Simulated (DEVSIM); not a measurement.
System: GaAs p-n junction from an implanted or diffused profile, at 300 K.

| layer (left to right) | material | thickness (μm) | Nd (cm⁻³) | τn (s) | τp (s) |
|---|---|---|---|---|---|
| 1 | GaAs | 140 | 5.3e14 | 4.8e-8 | 4.8e-8 |

Added acceptor profile: 3.8e16 cm⁻³ × exp(−(x − 0.024 μm)²/(2·(0.29 μm)²)). Left contact: ohmic. Right contact: ohmic. Voltage is applied to the left contact. Recombination: SRH at mid-gap, radiative. Mobility is μmin + (μ − μmin)/(1 + (N/Nref)^α).

Constants are typed, rounded textbook-type inputs, not results; the design itself was drawn at random and stands for no fabricated device. Values at 300 K.

```
parameter        GaAs
-------------  ------
gap (eV)        1.424
affinity (eV)    4.07
permittivity     12.9
Nc (cm⁻³)      4.7e17
Nv (cm⁻³)        9e18
μn (cm²/Vs)      8500
μp (cm²/Vs)       400
μn,min            500
μp,min             20
Nref,n           6e16
Nref,p         1.5e17
αn               0.39
αp               0.38
B (cm³/s)       2e-10
```

Simulated with DEVSIM: 1D drift-diffusion, Boltzmann statistics, complete ionisation; no tunnelling, impact ionisation, image-force lowering or self-heating.

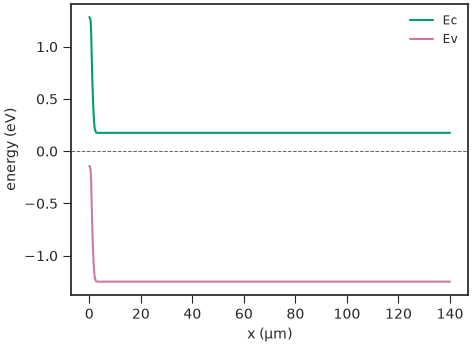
Figure: Band edges at zero bias

Energies count from the Fermi level of the right contact; mesh points crowd at the junctions.

```
x (μm)   Ec (eV)  Ev (eV)  n (cm⁻³)  p (cm⁻³)  field (V/cm)
-------  -------  -------  --------  --------  ------------
0.000      1.282   -0.142     < 1e2    3.7e16           ≈ 0
0.02844    1.282   -0.142     < 1e2    3.7e16           -33
0.07886    1.282   -0.142     < 1e2    3.7e16          -170
0.1604     1.279   -0.145     < 1e2    3.3e16          -430
0.3574     1.264   -0.160     < 1e2    1.9e16         -1100
0.6098     1.204   -0.220     < 1e2    1.8e15         -5300
0.8650     0.984   -0.440     < 1e2    3.6e11        -10000
1.207      0.663   -0.761   3400000   1500000         -8300
1.487      0.460   -0.964     8.8e9       570         -6200
2.131      0.213   -1.211    1.3e14     < 1e2         -1600
3.735      0.175   -1.248    5.3e14     < 1e2           ≈ 0
10.35      0.175   -1.248    5.3e14     < 1e2           ≈ 0
24.20      0.175   -1.248    5.3e14     < 1e2           ≈ 0
61.11      0.175   -1.248    5.3e14     < 1e2           ≈ 0
114.8      0.175   -1.248    5.3e14     < 1e2           ≈ 0
130.2      0.175   -1.248    5.3e14     < 1e2           ≈ 0
136.0      0.175   -1.248    5.3e14     < 1e2           ≈ 0
138.4      0.175   -1.248    5.3e14     < 1e2           ≈ 0
139.5      0.175   -1.248    5.3e14     < 1e2           ≈ 0
139.8      0.175   -1.248    5.3e14     < 1e2           ≈ 0
139.9      0.175   -1.248    5.3e14     < 1e2           ≈ 0
140.0      0.175   -1.248    5.3e14     < 1e2           ≈ 0
```
